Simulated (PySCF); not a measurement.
# Run report: C2H7OPSi, excited-state calculation

C2H7OPSi, computed with TDDFT PBE0/def2-TZVP, vertical, gas phase, core orbitals frozen in the response (PySCF 2.14.0).

The geometry comes from this level: PBE0-D3(BJ)/def2-SVP.

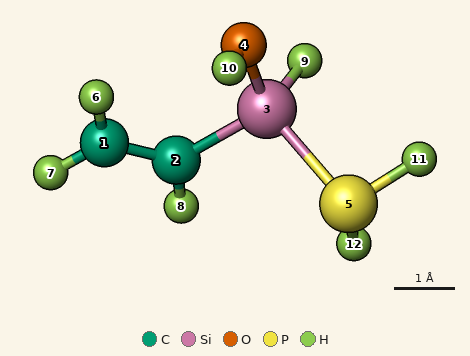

*The structure as given in the input (ball-and-stick view, seen at a tilt; atoms are numbered from 1 in the order of the input).*

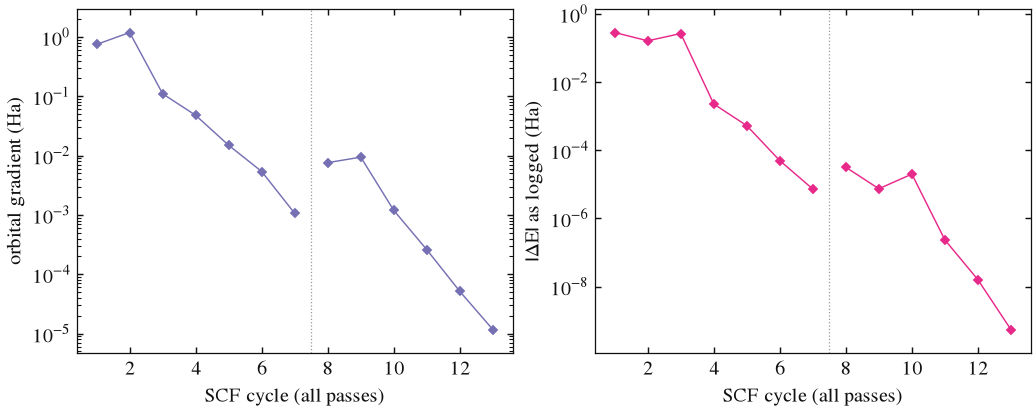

*Convergence of the self-consistent field: orbital gradient and size of the energy change against the SCF cycle. The dotted line marks the change from a coarse to the final integration grid.*

The first 7 cycles use a coarse grid, the final grid takes over at cycle 8, and the field converges after 13 cycles in all.

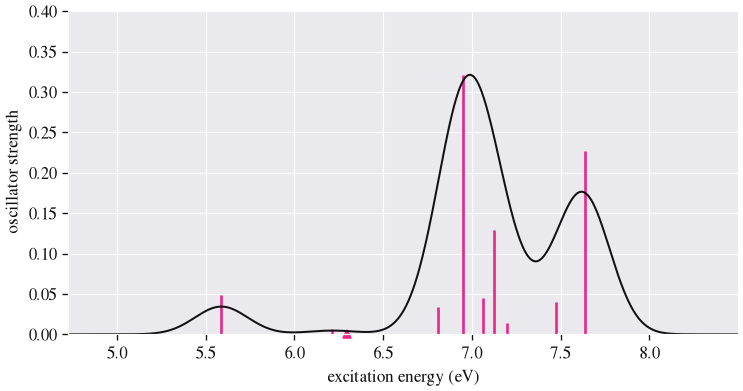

*Computed excitations as sticks (degenerate states added up, dark ones marked on the axis), with a Gaussian envelope of 0.35 eV full width at half maximum, scaled to the tallest.*

Of the 10 states the lowest lies at 5.59 eV (f = 0.049); the strongest line is at 6.95 eV, or 178 nm (f = 0.321).

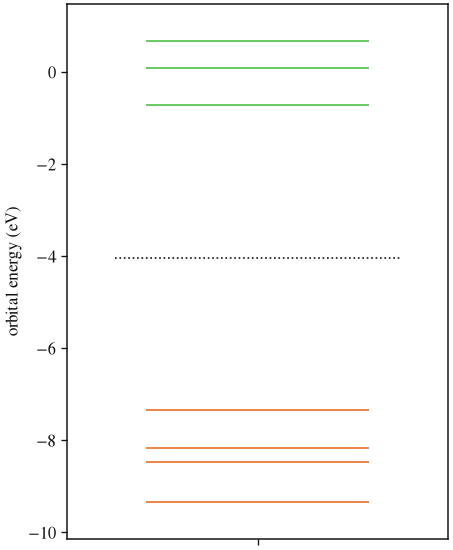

*Orbital energies near the frontier; the dotted line parts filled from empty levels, and levels within 0.02 eV of each other stand side by side.*

Highest filled −7.34 eV, lowest empty −0.72 eV, 6.62 eV apart.

The input that produced these results follows, with the program's output.

**The input**
```
{"job": {"kind": "uv", "xc": "PBE0", "basis": "def2-TZVP"}, "charge": 0, "multiplicity": 1}
C     -2.107203     0.037540     0.448331
C     -1.065463     0.578013    -0.194686
Si     0.690915     0.220862     0.325514
O      0.715432    -0.852488     1.604031
P      1.741371    -0.700832    -1.462483
H     -1.962574    -0.617062     1.315505
H     -3.144286     0.227364     0.150058
H     -1.259902     1.235305    -1.052997
H      1.372053     1.448662     0.822234
H      0.491541    -1.763987     1.392138
H      3.047406    -0.283012    -1.062742
H      1.516647     0.449804    -2.280483
```

The first line tells a small driver script what to run in PySCF; the rest is the geometry in Å.

Launch command:
```bash
OMP_NUM_THREADS=1 python <driver script> task.json out
```

**The program's output**
```
coarse grid: 10848 points
cycle   1  E = -786.0728305592  dE =  2.846e-01  |g| = 7.505e-01  |ddm| = 2.537e+00
cycle   2  E = -785.9103482276  dE =  1.625e-01  |g| = 1.191e+00  |ddm| = 1.438e+00
cycle   3  E = -786.1760162555  dE = -2.657e-01  |g| = 1.102e-01  |ddm| = 1.072e+00
cycle   4  E = -786.1782915580  dE = -2.275e-03  |g| = 4.781e-02  |ddm| = 1.113e-01
cycle   5  E = -786.1788176622  dE = -5.261e-04  |g| = 1.492e-02  |ddm| = 3.785e-02
cycle   6  E = -786.1788672066  dE = -4.954e-05  |g| = 5.391e-03  |ddm| = 1.205e-02
cycle   7  E = -786.1788744816  dE = -7.275e-06  |g| = 1.061e-03  |ddm| = 4.047e-03
final grid: 95080 points
cycle   8  E = -786.1730485333  dE = -3.169e-05  |g| = 7.610e-03  |ddm| = 2.926e-02
cycle   9  E = -786.1730411136  dE =  7.420e-06  |g| = 9.419e-03  |ddm| = 1.172e-02
cycle  10  E = -786.1730610211  dE = -1.991e-05  |g| = 1.192e-03  |ddm| = 6.764e-03
cycle  11  E = -786.1730612552  dE = -2.341e-07  |g| = 2.590e-04  |ddm| = 9.225e-04
cycle  12  E = -786.1730612710  dE = -1.590e-08  |g| = 5.132e-05  |ddm| = 2.328e-04
cycle  13  E = -786.1730612716  dE = -5.473e-10  |g| = 1.166e-05  |ddm| = 4.639e-05
converged SCF energy = -786.1730612716

Static polarisability (au): isotropic 80.342, principal 67.255 71.149 102.622

Singlet excitations
state   eV       nm        f      main configurations
  1   5.5889    221.8   0.04878   H->L 0.92
  2   6.2097    199.7   0.00623   H->L+1 0.82, H->L+2 0.09
  3   6.2956    196.9   0.00040   H-2->L 0.83
  4   6.8118    182.0   0.03440   H->L+2 0.66, H-1->L 0.09
  5   6.9478    178.5   0.32118   H-1->L 0.66, H-1->L+1 0.16
  6   7.0637    175.5   0.04460   H->L+3 0.65, H-1->L+1 0.22
  7   7.1238    174.0   0.12932   H-1->L+1 0.47, H->L+3 0.26, H-2->L+1 0.11
  8   7.2003    172.2   0.01377   H-2->L+1 0.82
  9   7.4718    165.9   0.04014   H-3->L 0.73
 10   7.6355    162.4   0.22672   H->L+4 0.77

Triplet excitations (Tamm-Dancoff, eV): 4.1165 5.2234 5.4323 5.6632
```

**Summary**

```csv
quantity,value
outcome,converged
total energy,−786.173061 hartree
HOMO,−7.34 eV
LUMO,−0.72 eV
dipole moment,1.12 D
mean polarisability,80.34 a.u.
lowest singlet excitation,5.59 eV
hardware,"1 CPU thread, shared host"
wall time,25 s
peak memory,0.8 GiB
```
